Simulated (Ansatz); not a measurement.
# Hypothetical zinc blende YP, pressure series

The parent structure is YP in the zinc blende structure (space group F-43m, No. 216; a hypothetical phase, not in the database extracts checked).

```cif
data_PY
_chemical_formula_sum 'P1 Y1'
_space_group_name_H-M_alt 'P 1'
_space_group_IT_number 1
_cell_length_a 4.44697
_cell_length_b 4.44697
_cell_length_c 4.44697
_cell_angle_alpha 60.000
_cell_angle_beta 60.000
_cell_angle_gamma 60.000
loop_
_space_group_symop_operation_xyz
  'x, y, z'
loop_
_atom_site_label
_atom_site_type_symbol
_atom_site_fract_x
_atom_site_fract_y
_atom_site_fract_z
_atom_site_occupancy
P1 P 0.25000 0.25000 0.25000 1
Y1 Y 0.00000 0.00000 0.00000 1
```

Cell and atoms are relaxed at each pressure.

All numbers come from plane-wave PAW DFT at the r2SCAN level (Ansatz, a first-principles code, 500 eV), no SOC.

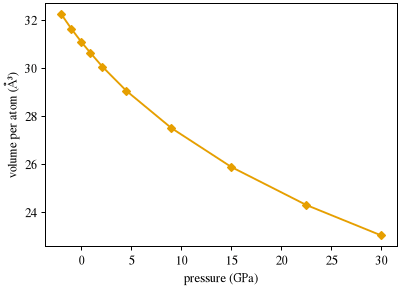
Fig. 1. Volume per atom against pressure

**Question.** From the plot, what is the volume per atom for pressure 9 GPa?

**Answer.** About 27.5 Å³.

**Question.** Is the trend monotonic over the range shown?

**Answer.** Yes, it falls throughout, spanning 23.04 Å³ to 32.24 Å³.

Load acts through the strain it causes; cell and atoms are relaxed under it. Whether these cells are dynamically stable was not tested. Competing high-pressure phases were not computed.
